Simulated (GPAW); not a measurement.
# Surface energy and work function of Na(100) from slabs of 4 to 14 layers (RPBE)

How do energy and work function of Na(100) films settle with thickness, and what surface energy follows?

Set-up. GPAW 26.7.0, plane waves at 450 eV with PAW setups; symmetric 1×1 slabs cut at the tabulated lattice constant (two decimals; low-temperature values for the alkali metals), atoms at bulk places, 7.5 Å of vacuum on each side, one in-plane mesh for all thicknesses, Fermi-Dirac smearing of 0.1 eV. Energies are extrapolated to zero smearing and count from the program's reference atoms. Functional RPBE. The cell's area is 17.893 Å².

What came out, but for one run:

```
layers  energy (eV)  work function (eV)
     4      −4.3882                2.66
     5      −5.5980                2.54
     6      −6.8146                2.61
     7      −8.0102                2.60
     8      −9.2187                2.57
     9     −10.4260                2.60
    10     −11.6250                2.58
    11     −12.8388                2.59
    12     −14.0370                2.59
    14            ?                   ?
```

Q: What surface energy do these runs give, and what energy and work function should the 14-layer slab have?

A: A slab of n layers has E(n) = nε + 2Aγ once its middle is bulk-like. A line through n = 6 to 12 has the slope ε = −1.2047 eV a layer and the intercept 2Aγ = 0.4177 eV (r.m.s. residual 3.6 meV). So γ = 0.4177 / (2 × 17.893 Å²) = 0.0117 eV/Å² = 0.19 J/m², with a standard error of under 0.01 J/m² from the scatter about the line. For 14 layers: 0.4177 + 14 × (−1.2047) = −16.448 eV; the run gives −16.451 eV, 3.2 meV under the line. The work function has no such law: from 6 to 12 layers it moves between 2.57 and 2.61 eV (mean 2.59), and the 14-layer slab gives 2.59 eV. The thinnest slab, 4 layers, lies +0.07 eV from that mean. The values go up and down with thickness, as expected where levels confined across the film cross the Fermi level one by one.

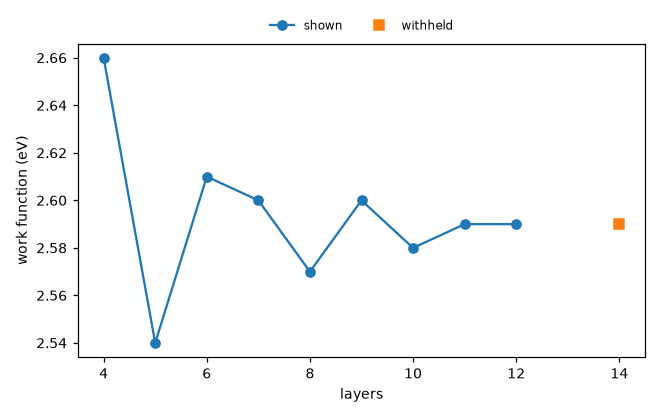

Work function against thickness.

Caveats: The surfaces are unrelaxed, so γ is an upper bound for this functional and lattice constant. The tabulated lattice constant isn't the functional's own, which strains the slab a little.

[Logs are printed without paths, hosts, clocks, repeated set-up lines and the standing remarks that a program may print on its own settings, such as how far it seeks lower states.]
